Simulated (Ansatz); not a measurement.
# doublet CH2BCl+: levels of theory compared

We compute a comparison of 5 runs (UHF/STO-3G, U-r2SCAN/STO-3G, U-wB97M-V/STO-3G, UPBE/STO-3G, UMP2/STO-3G) of doublet CH2BCl+. 

The results are computed with Ansatz 0.2.0.

85 further runs of the same task are left out: 9 that didn't finish, 76 set aside as unsound or not needed.

## Step 1: The structure to begin with

CH2BCl+: 5 atoms, total charge +1, spin state doublet. As SMILES of the parent species, `B[C]Cl`. The coordinates come from a GFN2-xTB relaxation. That shape belongs to the parent species and isn't relaxed for this state.

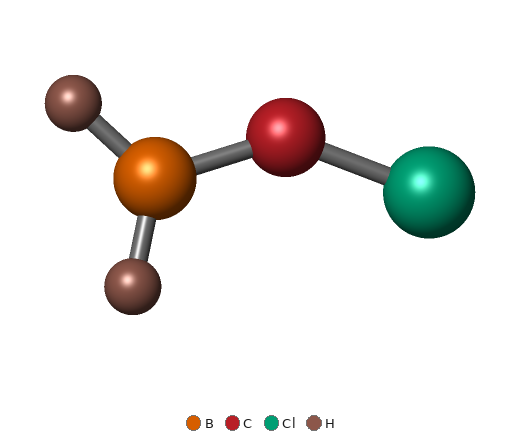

The structure, seen from a chosen angle (boron orange, carbon red, chlorine teal, hydrogen brown).

## Step 2: A single-point energy at UHF/STO-3G (run 1)

Input file job.yaml:

```yaml
crystal:
  periodic: [false, false, false]
  atoms:
    - {symbol: B, position_ang: [0.414180, 0.139370, -0.472520]}
    - {symbol: C, position_ang: [-0.487440, 0.280880, 0.684730]}
    - {symbol: Cl, position_ang: [-1.470630, -0.583120, 1.652980]}
    - {symbol: H, position_ang: [0.575730, -0.915570, -0.969770]}
    - {symbol: H, position_ang: [0.968160, 1.078440, -0.895430]}
basis:
  gaussian:
    orbitals: STO-3G
hamiltonian:
  xc: hf
magnetization:
  spin_polarized: true
  initial_magnetization: 1
total_charge: 1
accuracy: high
```

Started as:

```console
$ ansatz run job.yaml --threads 1 --pin off --max-ram 2610MiB --events-out events.jsonl --progress --plain --runs-dir runs
```

What it wrote:

```text
Warning: RAYON_NUM_THREADS=1 ignored (pool sized by the plan → 1); use --threads N
Functional definition: HF
  name "HF"
  exchange = exact_x
  correlation = 0
370 factors; integrals over basis functions are off by at most 6.8e-9 eV
mean field evaluation 1: about -14068.2161 eV, gradient 1.7e1 eV
mean field evaluation 2: about -14068.2513 eV, gradient 1.7e1 eV
mean field evaluation 4: about -14070.7418 eV, gradient 2.5e0 eV
mean field evaluation 8: about -14070.9159 eV, gradient 1.1e-1 eV
mean field evaluation 16: about -14070.9147 eV, gradient 1.7e-8 eV
mean field evaluation 32: about -14069.9330 eV, gradient 5.8e0 eV
mean field evaluation 64: about -14070.5587 eV, gradient 2.2e-1 eV
mean field -14070.91466530 eV, -517.0965763412 hartree, gradient 1.7e-8 eV, S^2 0.784091; 2 other end points of the search recorded, 0 dependent functions left out
reference -14070.91466530 eV, -517.0965763412 hartree; 15, 14 occupied and 6, 7 virtual orbitals, 370 factors
Total energy: -14070.91466530 eV, -517.0965763412 hartree
```

Run time: 0.18 s. Hardware: 1 thread of Arm Neoverse V2, shared host.

## Step 3: The energy at U-r2SCAN/STO-3G (run 2)

Input file in.yaml:

```yaml
crystal:
  periodic: [false, false, false]
  atoms:
    - symbol: B
      position_ang: [0.414180, 0.139370, -0.472520]
    - symbol: C
      position_ang: [-0.487440, 0.280880, 0.684730]
    - symbol: Cl
      position_ang: [-1.470630, -0.583120, 1.652980]
    - symbol: H
      position_ang: [0.575730, -0.915570, -0.969770]
    - symbol: H
      position_ang: [0.968160, 1.078440, -0.895430]
basis:
  gaussian: {orbitals: STO-3G}
total_charge: 1
magnetization: {spin_polarized: true, initial_magnetization: 1}
hamiltonian: {xc: {name: r2SCAN}}
accuracy: high
```

Started as:

```console
$ ansatz run in.yaml --threads 1 --pin off --max-ram 2610MiB --events-out events.jsonl --progress --plain --runs-dir runs
```

What it wrote:

```text
Warning: RAYON_NUM_THREADS=1 ignored (pool sized by the plan → 1); use --threads N
Functional definition: r2SCAN
  name "r2SCAN"
  parameter k0 = 0.174
  parameter k1 = 0.065
  parameter a1 = 4.9479
  exchange = r2scan_x(k0 = k0, k1 = k1, a1 = a1)
  correlation = r2scan_c
370 factors; integrals over basis functions are off by at most 6.8e-9 eV
mean field evaluation 1: about -14096.6866 eV, gradient 9.4e0 eV
mean field evaluation 2: about -14092.5695 eV, gradient 2.7e1 eV
mean field evaluation 4: about -14097.3541 eV, gradient 8.2e-1 eV
mean field evaluation 8: about -14097.2991 eV, gradient 5.3e-2 eV
mean field evaluation 16: about -14097.2992 eV, gradient 5.8e-5 eV
mean field evaluation 32: about -14096.6552 eV, gradient 9.6e-1 eV
mean field -14097.29916844 eV, -518.0661889477 hartree, gradient 5.5e-8 eV, S^2 0.761984; 3 other end points of the search recorded, 0 dependent functions left out
reference -14097.29916911 eV, -518.0661889721 hartree; 15, 14 occupied and 6, 7 virtual orbitals, 370 factors
Total energy: -14097.29916911 eV, -518.0661889721 hartree
```

Wall time 5.1 s (1 thread of Arm Neoverse V2, shared host); peak memory 0.23 GiB.

Runs 3 to 4 aren't shown in full; the table further down has their settings and results.

## Step 4: The energy at UMP2/STO-3G (run 5)

Input file input.yaml:

```yaml
crystal:
  periodic: [false, false, false]
  atoms:
    - {symbol: B, position_ang: [0.414180, 0.139370, -0.472520]}
    - {symbol: C, position_ang: [-0.487440, 0.280880, 0.684730]}
    - {symbol: Cl, position_ang: [-1.470630, -0.583120, 1.652980]}
    - {symbol: H, position_ang: [0.575730, -0.915570, -0.969770]}
    - {symbol: H, position_ang: [0.968160, 1.078440, -0.895430]}
basis:
  gaussian:
    orbitals: STO-3G
accuracy: high
correlation:
  method: mp2
  frozen_orbitals: {B: 1, C: 1, Cl: 5, H: 0}
total_charge: 1
magnetization:
  spin_polarized: true
  initial_magnetization: 1
```

Started as:

```console
$ ansatz run input.yaml --threads 1 --pin off --max-ram 2610MiB --events-out events.jsonl --progress --plain --runs-dir runs
```

What it wrote (excerpt; [...] marks lines left out):

```text
Warning: RAYON_NUM_THREADS=1 ignored (pool sized by the plan → 1); use --threads N
[... 2 set-up lines as earlier in the session ...]
[...]
370 factors; integrals over basis functions are off by at most 6.8e-9 eV
[...]
mean field -14070.91466530 eV, -517.0965763412 hartree, gradient 1.7e-8 eV, S^2 0.784091; 5 other end points of the search recorded, 0 dependent functions left out
7 core orbitals not correlated: weight in the atoms' cores, before any rotation towards them, 1.000 or more for the frozen orbitals, at most 0.000 for the correlated occupied ones
reference -14070.91466530 eV, -517.0965763412 hartree; 8, 7 occupied and 6, 7 virtual orbitals, 370 factors
second order -2.53951711 eV of doubles, -0.00000000 eV of singles
Total energy: -14073.45418241 eV, -517.1899018738 hartree
```

Run time: 0.22 s. Hardware: 1 thread of Arm Neoverse V2, shared host.

## Step 5: Overview of the runs

```tsv
run	level	frozen core orbitals	energy (Eh)	⟨S²⟩	wall time
1	UHF/STO-3G	–	-517.096576	0.784	0.18 s
2	U-r2SCAN/STO-3G	–	-518.066189	0.762	5.1 s
3	U-wB97M-V/STO-3G	–	-518.140635	0.757	26 s
4	UPBE/STO-3G	–	-517.816444	0.757	1.8 s
5	UMP2/STO-3G	7	-517.189902	0.784	0.22 s
```

## Step 6: Summary of results

```
                                          quantity          value
                               run 5: total energy  -517.18990 Eh
run 5: correlation energy (7 core orbitals frozen)      -93.3 mEh
          run 5: ⟨S²⟩ of the reference determinant          0.784
```

In words: Totals of different functionals can't be ranked against each other. In runs 1, 2, 3, 4, 5 the basis is minimal, so the values are rough. All runs together took 33 s, the longest 26 s.
